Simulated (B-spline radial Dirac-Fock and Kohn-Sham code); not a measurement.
# P: two attempts at the core levels

Aim: the K and L3 binding energies of P by ΔSCF.

The numbers are computed with B-spline radial Dirac-Fock and Kohn-Sham code (version 4): Delta-SCF core binding energies without Breit or QED terms under the stated settings.

## 1. What is computed

Atomic phosphorus, [Ne] 3s2 3p3.

* nuclear charge: 15
* electrons: 15
* mass number: 31
* nuclear rms radius: 3.1889 fm

## 2. First attempt

Settings in task.json:

```ini
rel = dirac
method = hf
nuc = fermi
radius_factor = 1.0
rmax = 45.0
h = 0.3
order = 8
points = 10
c_factor = 1.0
maxit = 57
damp = 0.97
ndamp = 100
tol = 1e-08
```

Keys: rel is the Hamiltonian, nuc the nuclear model, radius_factor scales its radius, rmax is the box in bohr, h the logarithmic mesh step, order the B-spline order, points the quadrature points a cell, c_factor scales the speed of light; damp, ndamp, maxit and tol steer the iteration.

Launch:

```
> python xray2_run.py task.json out
```

From the run's result record (rounded, not every field):

```text
{
  "status": "not_converged",
  "total_energy [Ha]": -341.49244316,
  "virial_ratio": 1.993179,
  "iterations": [57, 57, 57],
  "converged": [false, false, false],
  "highest_orbital_energy [eV]": -9.208322,
  "holes": ["K", "L3"],
  "binding [eV]": [2154.559, 138.2554],
  "scf_energy [Ha]": [-340.1903875, -341.3384823, -341.3502247, -341.3610777, -341.3711096, -341.3803834, -341.3889569, -341.3968836, -341.4042127, -341.4109899, "...", -341.490241, -341.4905677, -341.4908701, -341.49115, -341.4914091, -341.491649, -341.491871, -341.4920766, -341.4922669, -341.4924432],
  "scf_error": [0.58, 0.084, 0.081, 0.077, 0.074, 0.071, 0.068, 0.065, 0.062, 0.06, "...", 0.012, 0.011, 0.011, 0.01, 0.01, 0.0095, 0.0091, 0.0088, 0.0084, 0.008],
  "cells": 60
}
```

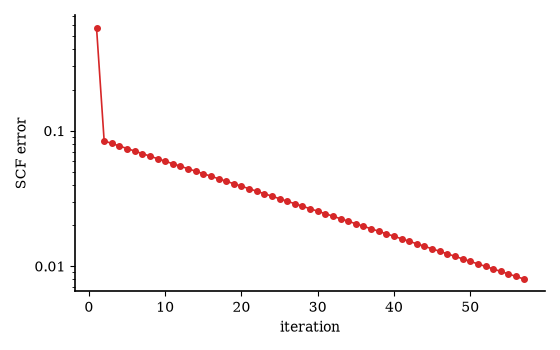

SCF error of the ground state by iteration.

## 3. What went wrong

Not every state converged, so the numbers are no property of the ion. The fault: damp is so close to 1 that the orbitals hardly move from step to step.

The cure is maxit = 60, damp = 0.5, ndamp = 3.

## 4. The mended run

Changed: maxit = 60, damp = 0.5, ndamp = 3.

From the run's result record (rounded, not every field):

```text
{
  "status": "converged",
  "total_energy [Ha]": -341.49466965,
  "virial_ratio": 1.995042,
  "iterations": [10, 10, 10],
  "converged": [true, true, true],
  "highest_orbital_energy [eV]": -9.507412,
  "holes": ["K", "L3"],
  "binding [eV]": [2154.498, 138.2506],
  "cells": 60
}
```

## 5. What came out

| quantity | value |
| --- | --- |
| first try | not converged |
| fault | damp is so close to 1 that the orbitals hardly move from step to step |
| cure | maxit = 60, damp = 0.5, ndamp = 3 |
| mended run | converged (ground state in 10 iterations) |
| K binding | 2154.5 eV (first try 2154.6) |
| L3 binding | 138.3 eV (first try 138.3) |

**Reading.** The first try was off by +0.06 eV for K and 0.00 eV for L3. The mended values lack Breit and QED terms.
